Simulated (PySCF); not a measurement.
C5H11F3Si2, SMILES C[Si](C)(C)/C=C\[Si](F)(F)F at its GFN2-xTB optimised geometry (Å):

```
21

C     -0.6940     1.4958     2.9786
Si     0.6862     0.1905     2.8500
C      2.2710     0.8411     3.6899
C      0.1534    -1.4632     3.6357
C      1.1704    -0.1345     1.0358
C      0.3534    -0.3331     0.0000
Si    -1.5019    -0.3331     0.0000
F     -2.0789    -1.0347    -1.3051
F     -2.2357    -1.0924     1.1896
F     -2.2074     1.0924     0.0000
H     -1.6594     1.0795     2.7125
H     -0.7738     1.8791     3.9918
H     -0.5094     2.3405     2.3216
H      2.6108     1.7689     3.2398
H      3.0831     0.1241     3.6175
H      2.1024     1.0342     4.7445
H      0.9270    -2.2195     3.5393
H     -0.7446    -1.8477     3.1640
H     -0.0564    -1.3422     4.6943
H      2.2357    -0.1724     0.8337
H      0.7936    -0.5190    -0.9766
```

Calculation: PBE0/def2-SVP (PySCF 2.14.0). Cells within 0.4 Å of a nucleus heavier than hydrogen are left out (blank, or x).

Map of the electron localisation function on the plane z = 0.0 Å:

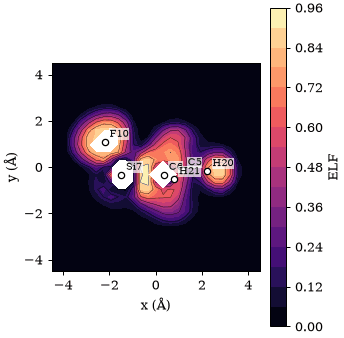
Figure: Electron localisation function on the plane z = 0.0 Å.
